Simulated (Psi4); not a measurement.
# Energy and gradient calculation of InNH3Cl (charge +1) (part 2 of 2)

InNH3Cl, charge +1, multiplicity 2; BHLYP/def2-SVPD, UKS, core potentials def2 (Psi4 1.11). The geometry is that of the parent species in another charge or spin state. The geometry comes from this level: PBE0-D4/def2-TZVP.

Geometry of the input (Å):
```
N  -1.0208  0.1881  -0.5041
In 0.7921  0.1486  0.3279
Cl 0.9908  -1.7710  1.6492
H  -1.2194  0.7614  -1.3082
H  -1.5582  -0.6645  -0.5268
H  2.0575  1.2734  0.3158
```

### Output, continued
```
      24A     -0.387180    25A     -0.208441    26A     -0.201532
      27A     -0.152393    28A     -0.120633    29A     -0.091337
      30A     -0.086591    31A     -0.059654    32A     -0.057753
      33A     -0.046454    34A     -0.039713    35A     -0.015791
      36A     -0.008438    37A     -0.003140    38A      0.012181
      39A      0.032860    40A      0.035238    41A      0.050372
      42A      0.057203    43A      0.063359    44A      0.077803
      45A      0.090078    46A      0.106414    47A      0.116366
      48A      0.134325    49A      0.142299    50A      0.163237
      51A      0.168225    52A      0.181858    53A      0.197475
      54A      0.212651    55A      0.218254    56A      0.240561
      57A      0.256951    58A      0.277086    59A      0.300215
      60A      0.315823    61A      0.337999    62A      0.350393
      63A      0.411046    64A      0.417610    65A      0.445877
      66A      0.464513    67A      0.521436    68A      0.568943
      69A      0.582855    70A      0.719808    71A      0.755032
      72A      0.795737    73A      0.840876    74A      0.913889
      75A      0.924533    76A      0.929377    77A      0.939360
      78A      0.965714    79A      0.993712    80A      1.033904
      81A      1.058388    82A      1.152605    83A      1.234469
      84A      1.304868    85A      1.328942    86A      1.530921
      87A      1.570505    88A      1.585033    89A      1.636567
      90A      1.682357    91A      1.764894    92A      1.886031
      93A      1.984088    94A      2.072357    95A      2.366646
      96A      2.469749    97A      2.580293    98A      3.036272
      99A      3.310289   100A     16.019988   101A     17.423017
     102A     17.588248   103A     60.731094

    Final Occupation by Irrep:
              A
    DOCC [    23 ]
    SOCC [     1 ]
    NA   [    24 ]
    NB   [    23 ]

  @UKS Final Energy:  -706.29419162974182

   => Energetics <=

    Nuclear Repulsion Energy =            168.6962433490932369
    One-Electron Energy =               -1371.9784818158350390
    Two-Electron Energy =                 524.2452842148570653
    DFT Exchange-Correlation Energy =     -27.2572373778570665
    Empirical Dispersion Energy =           0.0000000000000000
    VV10 Nonlocal Energy =                  0.0000000000000000
    Total Energy =                       -706.2941916297418175

  UHF NO Occupations:
  HONO-2 :   22  A 1.9991608
  HONO-1 :   23  A 1.9985591
  HONO-0 :   24  A 1.0000000
  LUNO+0 :   25  A 0.0014409
  LUNO+1 :   26  A 0.0008392
  LUNO+2 :   27  A 0.0003834
  LUNO+3 :   28  A 0.0003185

Computation Completed

Properties will be evaluated at   0.000000,   0.000000,   0.000000 [a0]

Properties computed using the SCF density matrix

 Multipole Moments:

 ------------------------------------------------------------------------------------
     Multipole            Electronic (a.u.)      Nuclear  (a.u.)        Total (a.u.)
 ------------------------------------------------------------------------------------

 L = 1.  Multiply by 2.5417464519 to convert [e a0] to [Debye]
 Dipole X            :        -49.1888526           48.3996655           -0.7891871
 Dipole Y            :         46.7420093          -45.9192110            0.8227983
 Dipole Z            :        -57.5800464           56.4544342           -1.1256122
 Magnitude           :                                                    1.6021287

 ------------------------------------------------------------------------------------

	total time  =         67 seconds =       1.12 minutes

         ------------------------------------------------------------
                                   SCF GRAD
         ------------------------------------------------------------

  ==> Geometry <==

    Molecular point group: c1
    Full point group: C1

    Geometry (in Angstrom), charge = 1, multiplicity = 2:

       Center              X                  Y                   Z               Mass
    ------------   -----------------  -----------------  -----------------  -----------------
         N           -1.020800000000     0.188100000000    -0.504100000000    14.003074004430
         IN           0.792100000000     0.148600000000     0.327900000000   114.903878776000
         CL           0.990800000000    -1.771000000000     1.649200000000    34.968852682000
         H           -1.219400000000     0.761400000000    -1.308200000000     1.007825032230
         H           -1.558200000000    -0.664500000000    -0.526800000000     1.007825032230
         H            2.057500000000     1.273400000000     0.315800000000     1.007825032230

  Nuclear repulsion =  168.696243349093237

  ==> Basis Set <==

  Basis Set: DEF2-SVPD
    Blend: DEF2-SVPD
    Number of shells: 43
    Number of basis functions: 103
    Number of Cartesian functions: 110
    Spherical Harmonics?: true
    Max angular momentum: 2

  Core potential: DEF2-SVPD
    Number of shells: 4
    Number of ECP primitives: 18
    Number of ECP core electrons: 28
    Max angular momentum: 3

  ==> DirectJKGrad: Integral-Direct SCF Gradients <==

    Gradient:                    1
    J tasked:                  Yes
    K tasked:                  Yes
    wK tasked:                  No
    Integrals threads:           1
    Schwarz Cutoff:          1E-12

  ==> DFT Potential <==

   => LibXC <=

    Version 7.1.2

   => Composite Functional: BHANDHLYP <=

    BHandHLYP Hyb-GGA Exchange-Correlation Functional

    Defined through Gaussian implementation.

    Deriv               =              1
    GGA                 =           TRUE
    Meta                =          FALSE

    Exchange Hybrid     =           TRUE
    MP2 Hybrid          =          FALSE

   => Exchange Functionals <=

    0.5000         Becke 88

   => Exact (HF) Exchange <=

    0.5000               HF

   => Correlation Functionals <=

    1.0000   Lee, Yang & Parr

   => LibXC Density Thresholds  <==

    XC_HYB_GGA_XC_BHANDHLYP:  1.00E-15

   => Molecular Quadrature <=

    Radial Scheme          =       TREUTLER
    Pruning Scheme         =           NONE
    Nuclear Scheme         =       TREUTLER

    Blocking Scheme        =         OCTREE
    BS radius alpha        =              1
    Pruning alpha          =              1
    Radial Points          =             99
    Spherical Points       =            590
    Total Points           =         336767
    Total Blocks           =           2506
    Max Points             =            256
    Max Functions          =            101
    Weights Tolerance      =       1.00E-15

  -Total Gradient:
     Atom            X                  Y                   Z
    ------   -----------------  -----------------  -----------------
       1        0.035673862667     0.008293835905     0.031440804295
       2       -0.075709119247    -0.000147872270    -0.047789121447
       3        0.007033075110    -0.003305279264     0.007471701211
       4        0.011605698462    -0.010215670110     0.006226304096
       5        0.015718315197     0.006374414557    -0.003252425590
       6        0.005669555881    -0.000992987511     0.005912943524

	total time  =         11 seconds =       0.18 minutes

Properties will be evaluated at   0.000000,   0.000000,   0.000000 [a0]
OEProp: No title given, name of density matrix used for the following properties is 'SCF alpha density'

 Multipole Moments:

 ------------------------------------------------------------------------------------
     Multipole            Electronic (a.u.)      Nuclear  (a.u.)        Total (a.u.)
 ------------------------------------------------------------------------------------

 L = 1.  Multiply by 2.5417464519 to convert [e a0] to [Debye]
 Dipole X            :        -49.1888526           48.3996655           -0.7891871
 Dipole Y            :         46.7420093          -45.9192110            0.8227983
 Dipole Z            :        -57.5800464           56.4544342           -1.1256122
 Magnitude           :                                                    1.6021287

 L = 2.  Multiply by 1.3450342976 to convert [e a0^2] to [Debye ang]
 Quadrupole XX       :       -186.2147238          161.7941193          -24.4206045
 Quadrupole XY       :         93.5063805          -92.7594176            0.7469629
 Quadrupole XZ       :       -140.6419137          142.4880607            1.8461470
 Quadrupole YY       :       -231.6595274          202.3855539          -29.2739734
 Quadrupole YZ       :        178.1405683         -176.8992431            1.2413251
 Quadrupole ZZ       :       -214.1041036          186.9915615          -27.1125420
 Traceless XX        :         24.4447278          -21.9296256            2.5151021
 Traceless YY        :        -21.0000758           18.6618090           -2.3382668
 Traceless ZZ        :         -3.4446520            3.2678166           -0.1768354

 ------------------------------------------------------------------------------------
  Mulliken Charges: (a.u.)
   Center  Symbol    Alpha    Beta     Spin     Total
       1     N     3.85717  2.81451  1.04265  0.32832
       2    IN    10.00885 10.02927 -0.02042  0.96188
       3    CL     8.76461  8.72637  0.03824 -0.49098
       4     H     0.46357  0.49195 -0.02838  0.04448
       5     H     0.45332  0.48482 -0.03151  0.06186
       6     H     0.45249  0.45307 -0.00059  0.09444

   Total alpha = 24.00000, Total beta = 23.00000, Total charge =  1.00000

  Wiberg Bond Indices using Orthogonal Lowdin Orbitals:

  Total Bond Index:
  Irrep: 1 Size: 6 x 6

                 1                   2                   3                   4                   5

    1     0.00000000000000     0.83102476343237     0.12340903277905     1.19050756183372     1.17775825767561
    2     0.83102476343237     0.00000000000000     1.54854449874950     0.09463632591732     0.09636848062779
    3     0.12340903277905     1.54854449874950     0.00000000000000     0.01236959932263     0.02710770924520
    4     1.19050756183372     0.09463632591732     0.01236959932263     0.00000000000000     0.16150539956474
    5     1.17775825767561     0.09636848062779     0.02710770924520     0.16150539956474     0.00000000000000
    6     0.06404009495296     0.97116831912884     0.12572801179871     0.00740735612072     0.00370632569638

                 6

    1     0.06404009495296
    2     0.97116831912884
    3     0.12572801179871
    4     0.00740735612072
    5     0.00370632569638
    6     0.00000000000000

  Alpha Contribution:
  Irrep: 1 Size: 6 x 6

                 1                   2                   3                   4                   5

    1     0.00000000000000     0.43610474385886     0.04940275289048     0.64063443775745     0.63356418461754
    2     0.43610474385886     0.00000000000000     0.76423738325248     0.04705762582331     0.04776207093721
    3     0.04940275289048     0.76423738325248     0.00000000000000     0.00400568935603     0.01085607146228
    4     0.64063443775745     0.04705762582331     0.00400568935603     0.00000000000000     0.08175360101070
    5     0.63356418461754     0.04776207093721     0.01085607146228     0.08175360101070     0.00000000000000
    6     0.03132812314256     0.48637085292197     0.06222125983037     0.00355496653297     0.00163601383349

                 6

    1     0.03132812314256
    2     0.48637085292197
    3     0.06222125983037
    4     0.00355496653297
    5     0.00163601383349
    6     0.00000000000000

  Beta Contribution:
  Irrep: 1 Size: 6 x 6

                 1                   2                   3                   4                   5

    1     0.00000000000000     0.39492001957351     0.07400627988857     0.54987312407626     0.54419407305807
    2     0.39492001957351     0.00000000000000     0.78430711549703     0.04757870009401     0.04860640969058
    3     0.07400627988857     0.78430711549703     0.00000000000000     0.00836390996660     0.01625163778292
    4     0.54987312407626     0.04757870009401     0.00836390996660     0.00000000000000     0.07975179855404
    5     0.54419407305807     0.04860640969058     0.01625163778292     0.07975179855404     0.00000000000000
    6     0.03271197181040     0.48479746620687     0.06350675196834     0.00385238958775     0.00207031186289

                 6

    1     0.03271197181040
    2     0.48479746620687
    3     0.06350675196834
    4     0.00385238958775
    5     0.00207031186289
    6     0.00000000000000

  Atomic Valences:

 #  #
 Irrep: 1
      1:    3.386739710673704
      2:    3.541742387855817
      3:    1.837158851895099
      4:    1.466426242759128
      5:    1.466446172809718
      6:    1.172050107697610
```

### Standard output
```
gradient / Eh bohr^-1
[[ 0.035674  0.008294  0.031441]
 [-0.075709 -0.000148 -0.047789]
 [ 0.007033 -0.003305  0.007472]
 [ 0.011606 -0.010216  0.006226]
 [ 0.015718  0.006374 -0.003252]
 [ 0.00567  -0.000993  0.005913]]
energy = -706.2941916297 Eh
```

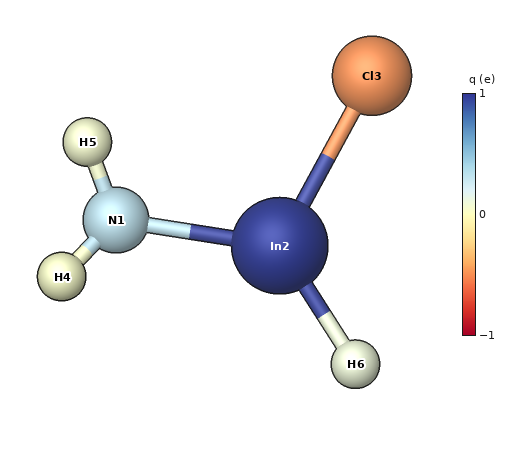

*Mulliken charges, as the colour of each atom (ball-and-stick view, seen on its broad side; atoms are numbered from 1 in the order of the input).*

By element: N +0.33, In +0.96, Cl −0.49 and H +0.04 to +0.09 e.

### Results in brief

```tsv
quantity	value
outcome	converged
total energy	−706.294192 hartree
basis functions	103
largest force	4.604 eV/Å
⟨S²⟩	0.756
hardware	1 thread of Intel Xeon @ 2.50GHz (Skylake/Cascade Lake), 32 GiB of memory available, shared host
wall time	80 s
peak memory	0.86 GiB
```
